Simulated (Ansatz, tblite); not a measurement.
**SnPhH3 (C6H8Sn): charged states by level of theory**

What does removing or adding an electron cost or gain for SnPhH3 (C6H8Sn)? Each charged state is run at several levels.

Program: Ansatz 0.2.0, Gaussian basis. Level of theory: as each input shows. These are calculated values, not measurements.

Plan: charge +1 doublet, at the geometry of the singlet (PBE0-D4/def2-TZVP, PBE-D4/def2-TZVP, revPBE-D4/def2-TZVP, CCSD(T)/def2-SVP); charge -1 doublet, at the geometry of the singlet (PBE-D4/def2-TZVPD, revPBE-D4/def2-TZVPD); the starting singlet's energies come from earlier runs.

3 further runs of the same task are left out: 1 that didn't finish, 2 set aside as unsound or not needed.

## 1. The structure

The geometry is that of the singlet, from an earlier relaxation (r2SCAN-D4/def2-SVP).

15 atoms, charge 0, spin multiplicity 1.

Atoms are counted from 1 here; the program's logs count them from 0.

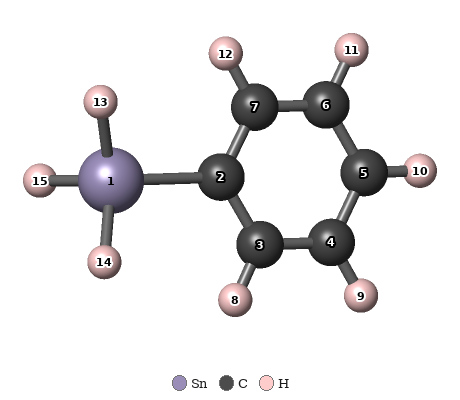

The structure; tin purple, carbon dark grey, hydrogen pink; atoms are numbered from 1 in the order of the file.

Sn takes a core potential in the def2 sets. No spin-orbit coupling is included.

## 2. Charge +1 doublet at the fixed geometry, PBE0-D4/def2-TZVP

The input, in.yaml:

```yaml
crystal:
  periodic: [false, false, false]
  atoms:
    - {symbol: Sn, position_ang: [0.024172, 0.042313, -2.667127]}
    - {symbol: C, position_ang: [0.009946, 0.015589, -0.517430]}
    - {symbol: C, position_ang: [-1.026633, 0.637191, 0.199525]}
    - {symbol: C, position_ang: [-1.045312, 0.607149, 1.598215]}
    - {symbol: C, position_ang: [-0.025935, -0.044157, 2.298723]}
    - {symbol: C, position_ang: [1.012463, -0.664092, 1.597404]}
    - {symbol: C, position_ang: [1.030053, -0.633641, 0.198864]}
    - {symbol: H, position_ang: [-1.831476, 1.156882, -0.331797]}
    - {symbol: H, position_ang: [-1.858833, 1.096796, 2.142405]}
    - {symbol: H, position_ang: [-0.039628, -0.067169, 3.392465]}
    - {symbol: H, position_ang: [1.814446, -1.172805, 2.141220]}
    - {symbol: H, position_ang: [1.854840, -1.120845, -0.332743]}
    - {symbol: H, position_ang: [1.647206, 0.056718, -3.217233]}
    - {symbol: H, position_ang: [-0.805196, 1.439830, -3.211071]}
    - {symbol: H, position_ang: [-0.760114, -1.349747, -3.291410]}
basis:
  gaussian: {orbitals: def2-TZVP}
total_charge: 1
magnetization: {spin_polarized: true, initial_magnetization: 1}
hamiltonian: {xc: pbe0, dispersion: d4}
scf: {omitted_lower_state_checks: [starts]}
output: {orbitals: {seedname: orbitals}}
```

On the command line:

```bash
$ ansatz run in.yaml --threads 4 --pin off --events-out ev --progress --plain --max-ram 4787MiB
```

Standard output:

```text
Functional definition: PBE0
  name "PBE0"
  cite "Adamo & Barone, J. Chem. Phys. 110, 6158 (1999) doi:10.1063/1.478522"
  cite "Perdew, Burke & Ernzerhof, Phys. Rev. Lett. 77, 3865 (1996) doi:10.1103/PhysRevLett.77.3865"
  parent pbe
  parameter a = 0.25
  parameter kappa = 0.804
  parameter beta = 0.06672455060314922
  exchange = (1 - a)*pbe_x(kappa = kappa, mu = beta*pi^2/3) + a*exact_x
  correlation = pbe_c(beta = beta)
these checks for a lower state are left out or cut short: starts
1893 factors; their error is unknown
mean field evaluation 1: about -12145.2071 eV, gradient 6.3e1 eV
mean field evaluation 2: about -11922.1764 eV, gradient 1.9e2 eV
mean field evaluation 4: about -12165.2812 eV, gradient 2.1e1 eV
mean field evaluation 8: about -12168.5675 eV, gradient 4.3e-1 eV
mean field evaluation 16: about -12168.6259 eV, gradient 1.7e-2 eV
mean field evaluation 32: about -12168.6259 eV, gradient 2.3e-5 eV
mean field -12168.62593991 eV, -447.1887551007 hartree, gradient 3.4e-6 eV, S^2 0.765257; 0 other end points of the search recorded, 0 dependent functions left out
reference -12168.62598415 eV, -447.1887567264 hartree; 33, 32 occupied and 251, 252 virtual orbitals, 1893 factors
Total energy: -12168.96525650 eV, -447.2012247553 hartree
Checks for a lower state left out: starts
```

Run time: 76 s. Hardware: 4 threads of Intel Xeon at 2.50GHz, shared host; peak memory 1.8 GiB.

From the report: HOMO -12.70 eV, LUMO -10.68 eV (over both spins); ⟨S²⟩ 0.765 (pure: 0.75).

## 3. Charge +1 doublet at the fixed geometry, PBE-D4/def2-TZVP

start.molden holds the orbitals of an earlier run on this state, given as this run's starting guess.

Edit in.yaml of step 2 so:

```diff
@@ -19,6 +19,6 @@
 basis:
-  gaussian: {orbitals: def2-TZVP}
+  gaussian: {orbitals: def2-TZVP, initial_orbitals: start.molden}
 total_charge: 1
 magnetization: {spin_polarized: true, initial_magnetization: 1}
-hamiltonian: {xc: pbe0, dispersion: d4}
+hamiltonian: {xc: pbe, dispersion: d4}
 scf: {omitted_lower_state_checks: [starts]}
```

Same command.

Standard output:

```text
Functional definition: PBE
  name "PBE"
  cite "Perdew, Burke & Ernzerhof, Phys. Rev. Lett. 77, 3865 (1996) doi:10.1103/PhysRevLett.77.3865"
  parent pbe
  parameter kappa = 0.804
  parameter beta = 0.06672455060314922
  exchange = pbe_x(kappa = kappa, mu = beta*pi^2/3)
  correlation = pbe_c(beta = beta)
these checks for a lower state are left out or cut short: starts
1820 factors; their error is unknown
mean field evaluation 1: about -12167.5955 eV, gradient 7.2e0 eV
mean field evaluation 2: about -12167.7876 eV, gradient 3.8e-1 eV
mean field evaluation 4: about -12167.7298 eV, gradient 2.2e-2 eV
mean field evaluation 8: about -12167.7298 eV, gradient 2.2e-5 eV
mean field evaluation 16: about -12167.7298 eV, gradient 7.7e-6 eV
mean field -12167.72983761 eV, -447.1558239488 hartree, gradient 7.7e-6 eV, S^2 0.755118; 0 other end points of the search recorded, 0 dependent functions left out
reference -12167.72989610 eV, -447.1558260980 hartree; 33, 32 occupied and 251, 252 virtual orbitals, 1820 factors
Total energy: -12168.12863753 eV, -447.1704795752 hartree
Checks for a lower state left out: starts
```

It took 22 s on 4 threads of Intel Xeon at 2.50GHz, shared host.

From the report: HOMO -11.55 eV, LUMO -11.35 eV (over both spins); ⟨S²⟩ 0.755 (pure: 0.75).

## 4. Charge +1 doublet at the fixed geometry, revPBE-D4/def2-TZVP

Edit in.yaml of step 3 so:

```diff
@@ -22,3 +22,3 @@
 magnetization: {spin_polarized: true, initial_magnetization: 1}
-hamiltonian: {xc: pbe, dispersion: d4}
+hamiltonian: {xc: {name: revPBE}, dispersion: d4}
 scf: {omitted_lower_state_checks: [starts]}
```

The command is unchanged.

Standard output:

```text
Functional definition: revPBE
  name "revPBE"
  cite "Zhang & Yang, Phys. Rev. Lett. 80, 890 (1998) doi:10.1103/PhysRevLett.80.890"
  cite "Perdew, Burke & Ernzerhof, Phys. Rev. Lett. 77, 3865 (1996) doi:10.1103/PhysRevLett.77.3865"
  parameter kappa = 1.245
  parameter beta = 0.06672455060314922
  exchange = pbe_x(kappa = kappa, mu = beta*pi^2/3)
  correlation = pbe_c(beta = beta)
these checks for a lower state are left out or cut short: starts
1820 factors; their error is unknown
mean field evaluation 1: about -12175.7838 eV, gradient 7.7e0 eV
mean field evaluation 2: about -12175.9406 eV, gradient 3.5e-1 eV
mean field evaluation 4: about -12175.8833 eV, gradient 2.7e-2 eV
mean field evaluation 8: about -12175.8833 eV, gradient 2.5e-4 eV
mean field evaluation 16: about -12175.8833 eV, gradient 6.3e-6 eV
mean field -12175.88325433 eV, -447.4554564864 hartree, gradient 6.3e-6 eV, S^2 0.755749; 0 other end points of the search recorded, 0 dependent functions left out
reference -12175.88332741 eV, -447.4554591722 hartree; 33, 32 occupied and 251, 252 virtual orbitals, 1820 factors
Total energy: -12177.08372189 eV, -447.4995728556 hartree
Checks for a lower state left out: starts
```

It took 33 s on 4 threads of Intel Xeon at 2.50GHz, shared host; peak memory 1.2 GiB.

Report: HOMO -11.50 eV, LUMO -11.28 eV (over both spins); ⟨S²⟩ 0.756 (pure: 0.75).

## 5. Charge +1 doublet at the fixed geometry, CCSD(T)/def2-SVP

Edit in.yaml of step 4 so:

```diff
@@ -19,7 +19,7 @@
 basis:
-  gaussian: {orbitals: def2-TZVP, initial_orbitals: start.molden}
+  gaussian: {orbitals: def2-SVP, initial_orbitals: start.molden}
 total_charge: 1
 magnetization: {spin_polarized: true, initial_magnetization: 1}
-hamiltonian: {xc: {name: revPBE}, dispersion: d4}
-scf: {omitted_lower_state_checks: [starts]}
+correlation: {method: ccsd_t}
+scf: {omitted_lower_state_checks: [starts, cluster_reference]}
 output: {orbitals: {seedname: orbitals}}
```

Launched as before.

Standard output:

```text
Functional definition: HF
  name "HF"
  cite "Fock, Z. Phys. 61, 126 (1930) doi:10.1007/BF01340294"
  parent pbe
  exchange = exact_x
  correlation = 0
these checks for a lower state are left out or cut short: starts, cluster_reference
1628 factors; integrals over basis functions are off by at most 1.6e-3 eV
mean field evaluation 1: about -12099.9459 eV, gradient 2.3e1 eV
mean field evaluation 2: about -12101.2704 eV, gradient 1.4e0 eV
mean field evaluation 4: about -12101.3223 eV, gradient 1.9e0 eV
mean field evaluation 8: about -12101.4023 eV, gradient 1.4e-1 eV
mean field -12101.40255796 eV, -444.7183413799 hartree, gradient 3.0e-6 eV, S^2 0.872376; 0 other end points of the search recorded, 0 dependent functions left out
10 core orbitals not correlated: weight in the atoms' cores, before any rotation towards them, 1.000 or more for the frozen orbitals, at most 0.000 for the correlated occupied ones
reference -12101.40255796 eV, -444.7183413799 hartree; 23, 22 occupied and 117, 118 virtual orbitals, 1628 factors
second order -22.94814325 eV of doubles, -0.00000000 eV of singles
cycle   1  -23.89571179 eV  change   -9.5e-1 eV  update   1.4e-1
cycle   2  -24.69714766 eV  change   -8.0e-1 eV  update   4.7e-2
cycle   3  -24.91344610 eV  change   -2.2e-1 eV  update   3.0e-2
cycle   4  -24.91760473 eV  change   -4.2e-3 eV  update   1.2e-2
cycle   5  -24.91478745 eV  change    2.8e-3 eV  update   7.9e-3
cycle   6  -24.91557229 eV  change   -7.8e-4 eV  update   4.3e-3
cycle   7  -24.91637601 eV  change   -8.0e-4 eV  update   3.7e-3
cycle   8  -24.91772386 eV  change   -1.3e-3 eV  update   2.9e-3
cycle   9  -24.91810987 eV  change   -3.9e-4 eV  update   2.4e-3
cycle  10  -24.91784345 eV  change    2.7e-4 eV  update   2.2e-3
cycle  11  -24.91864832 eV  change   -8.0e-4 eV  update   2.0e-3
cycle  12  -24.92103660 eV  change   -2.4e-3 eV  update   1.7e-3
cycle  13  -24.92262455 eV  change   -1.6e-3 eV  update   1.1e-3
cycle  14  -24.92319765 eV  change   -5.7e-4 eV  update   5.4e-4
cycle  15  -24.92275615 eV  change    4.4e-4 eV  update   3.5e-4
cycle  16  -24.92308162 eV  change   -3.3e-4 eV  update   2.3e-4
cycle  17  -24.92300051 eV  change    8.1e-5 eV  update   1.5e-4
cycle  18  -24.92309293 eV  change   -9.2e-5 eV  update   1.0e-4
cycle  19  -24.92306974 eV  change    2.3e-5 eV  update   7.9e-5
cycle  20  -24.92306487 eV  change    4.9e-6 eV  update   5.9e-5
cycle  21  -24.92305181 eV  change    1.3e-5 eV  update   3.6e-5
perturbative correction -1.07163223 eV, -0.0393817580 hartree
Total energy: -12127.39724200 eV, -445.6736283985 hartree
Checks for a lower state left out: starts, cluster_reference
```

Run time: 5.8 min. Hardware: 4 threads of Intel Xeon at 2.50GHz, shared host; peak memory 3.9 GiB.

Report: Hartree-Fock HOMO -14.59 eV, LUMO -6.59 eV (over both spins); ⟨S²⟩ 0.872 (pure: 0.75); T1 0.025.

## 6. Vertical ionisation energy

Charged state less starting state, singlet to doublet; the starting state's energies are those of its earlier runs.

Differences are taken before rounding.

| method | vertical ionisation energy (eV) | from CCSD(T)/def2-SVP (eV) | time |
| --- | --- | --- | --- |
| HF/def2-SVP | 7.88 | -1.18 |  |
| PBE-D4/def2-TZVP | 8.93 | -0.14 | 31 s |
| revPBE-D4/def2-TZVP | 8.94 | -0.13 | 40 s |
| PBE0-D4/def2-TZVP | 9.05 | -0.02 | 90 s |
| MP2/def2-SVP | 9.47 | +0.40 |  |
| CCSD/def2-SVP | 9.00 | -0.07 |  |
| CCSD(T)/def2-SVP | 9.07 | 0 | 7 min |

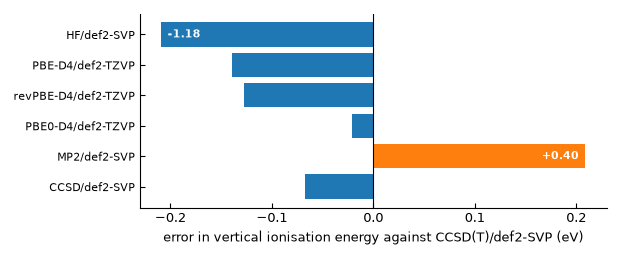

Error of each method against CCSD(T)/def2-SVP. Bars with a number in them are cut short.

Times add the two runs; a level without a time comes out of a correlated run. The closed-shell reference under CCSD(T)/def2-SVP is unstable towards broken spin symmetry, which adds to the doubt on it.

Beside −ε(HOMO) of the starting state:

| level | −ε(HOMO) (eV) | by difference (eV) | mismatch (eV) |
| --- | --- | --- | --- |
| PBE-D4/def2-TZVP | 6.37 | 8.93 | -2.56 |
| revPBE-D4/def2-TZVP | 6.30 | 8.94 | -2.64 |
| PBE0-D4/def2-TZVP | 7.33 | 9.05 | -1.72 |

## 7. Charge -1 doublet at the fixed geometry, PBE-D4/def2-TZVPD

Edit in.yaml of step 5 so:

```diff
@@ -19,7 +19,7 @@
 basis:
-  gaussian: {orbitals: def2-SVP, initial_orbitals: start.molden}
-total_charge: 1
+  gaussian: {orbitals: def2-TZVPD}
+total_charge: -1
 magnetization: {spin_polarized: true, initial_magnetization: 1}
-correlation: {method: ccsd_t}
-scf: {omitted_lower_state_checks: [starts, cluster_reference]}
+hamiltonian: {xc: pbe, dispersion: d4}
+scf: {omitted_lower_state_checks: [starts]}
 output: {orbitals: {seedname: orbitals}}
```

Same command.

Standard output:

```text
Functional definition: PBE
  name "PBE"
  cite "Perdew, Burke & Ernzerhof, Phys. Rev. Lett. 77, 3865 (1996) doi:10.1103/PhysRevLett.77.3865"
  parent pbe
  parameter kappa = 0.804
  parameter beta = 0.06672455060314922
  exchange = pbe_x(kappa = kappa, mu = beta*pi^2/3)
  correlation = pbe_c(beta = beta)
these checks for a lower state are left out or cut short: starts
1856 factors; their error is unknown
mean field evaluation 1: about -12161.5272 eV, gradient 5.2e1 eV
mean field evaluation 2: about -11944.9518 eV, gradient 1.8e2 eV
mean field evaluation 4: about -12172.3771 eV, gradient 2.1e1 eV
mean field evaluation 8: about -12175.4764 eV, gradient 7.6e0 eV
mean field evaluation 16: about -12176.0600 eV, gradient 5.3e-1 eV
a density is far from that of the atoms, so the factors are made again for it
2605 factors; integrals over basis functions are off by at most 7.8e-4 eV
mean field evaluation 32: about -12176.0609 eV, gradient 2.6e-5 eV
mean field -12176.06085858 eV, -447.4619833222 hartree, gradient 8.0e-6 eV, S^2 0.750943; 0 other end points of the search recorded, 0 dependent functions left out
reference -12176.06092142 eV, -447.4619856316 hartree; 34, 33 occupied and 316, 317 virtual orbitals, 2605 factors
Total energy: -12176.54893762 eV, -447.4799198963 hartree
Checks for a lower state left out: starts
```

It took 2.3 min on 4 threads of Intel Xeon at 2.50GHz, shared host; peak memory 2 GiB.

From the report: HOMO 2.06 eV, LUMO 2.11 eV (over both spins); ⟨S²⟩ 0.751 (pure: 0.75). Doubts: highest occupied level lies above zero.

## 8. Charge -1 doublet at the fixed geometry, revPBE-D4/def2-TZVPD

Edit in.yaml of step 7 so:

```diff
@@ -19,6 +19,6 @@
 basis:
-  gaussian: {orbitals: def2-TZVPD}
+  gaussian: {orbitals: def2-TZVPD, initial_orbitals: start.molden}
 total_charge: -1
 magnetization: {spin_polarized: true, initial_magnetization: 1}
-hamiltonian: {xc: pbe, dispersion: d4}
+hamiltonian: {xc: {name: revPBE}, dispersion: d4}
 scf: {omitted_lower_state_checks: [starts]}
```

The command is unchanged.

Standard output:

```text
Functional definition: revPBE
  name "revPBE"
  cite "Zhang & Yang, Phys. Rev. Lett. 80, 890 (1998) doi:10.1103/PhysRevLett.80.890"
  cite "Perdew, Burke & Ernzerhof, Phys. Rev. Lett. 77, 3865 (1996) doi:10.1103/PhysRevLett.77.3865"
  parameter kappa = 1.245
  parameter beta = 0.06672455060314922
  exchange = pbe_x(kappa = kappa, mu = beta*pi^2/3)
  correlation = pbe_c(beta = beta)
these checks for a lower state are left out or cut short: starts
1856 factors; their error is unknown
mean field evaluation 1: about -12184.1309 eV, gradient 4.4e0 eV
mean field evaluation 2: about -12184.1560 eV, gradient 5.5e-2 eV
mean field evaluation 4: about -12184.0916 eV, gradient 1.5e-2 eV
mean field evaluation 8: about -12184.0916 eV, gradient 1.9e-5 eV
mean field evaluation 16: about -12184.0916 eV, gradient 8.3e-6 eV
a density is far from that of the atoms, so the factors are made again for it
2613 factors; integrals over basis functions are off by at most 8.8e-4 eV
mean field -12184.09148858 eV, -447.7571035314 hartree, gradient 9.4e-6 eV, S^2 0.750985; 0 other end points of the search recorded, 0 dependent functions left out
reference -12184.09156679 eV, -447.7571064055 hartree; 34, 33 occupied and 316, 317 virtual orbitals, 2613 factors
Total energy: -12185.56173895 eV, -447.8111342360 hartree
Checks for a lower state left out: starts
```

Wall time 2.2 min (4 threads of Intel Xeon at 2.50GHz, shared host); peak memory 2 GiB.

Report: HOMO 2.07 eV, LUMO 2.12 eV (over both spins); ⟨S²⟩ 0.751 (pure: 0.75). Doubts: highest occupied level lies above zero.

## 9. Vertical electron affinity

Starting state less charged state (positive: the electron is bound), singlet to doublet; the starting state's energies are those of its earlier runs.

| level | vertical electron affinity (eV) | time |
| --- | --- | --- |
| PBE-D4/def2-TZVPD | -0.54 | 2.6 min |
| revPBE-D4/def2-TZVPD | -0.50 | 2.5 min |

Times add the two runs; a level without a time comes out of a correlated run.

Beside −ε(LUMO) of the starting state:

| level | −ε(LUMO) (eV) | by difference (eV) | mismatch (eV) |
| --- | --- | --- | --- |
| PBE-D4/def2-TZVPD | 1.53 | -0.54 | +2.06 |
| revPBE-D4/def2-TZVPD | 1.44 | -0.50 | +1.94 |

## 10. Results

```
                                             quantity                                   value
 vertical ionisation energy, functionals in def2-TZVP      8.93 (PBE-D4) to 9.05 eV (PBE0-D4)
         vertical ionisation energy, CCSD(T)/def2-SVP                                 9.07 eV
vertical electron affinity, functionals in def2-TZVPD  -0.54 (PBE-D4) to -0.50 eV (revPBE-D4)
```

**Reading.** The vertical ionisation energy spans 8.93 to 9.05 eV over the functionals, beside 9.07 eV from CCSD(T)/def2-SVP. −ε(HOMO) misses the level's own difference by -1.72 eV at best (PBE0-D4) and -2.64 eV at worst (revPBE-D4). The yardstick is in a double-zeta basis, so levels in larger sets aren't compared like for like. The reference is CCSD(T) in one finite basis, so it carries an error of its own, often a tenth of an eV or more, and near misses can't be ranked. The vertical electron affinity spans -0.54 to -0.50 eV over the functionals. A negative affinity means an unbound electron, held by the basis alone. −ε(LUMO) misses the level's own difference by +1.94 eV at best (revPBE-D4) and +2.06 eV at worst (PBE-D4).
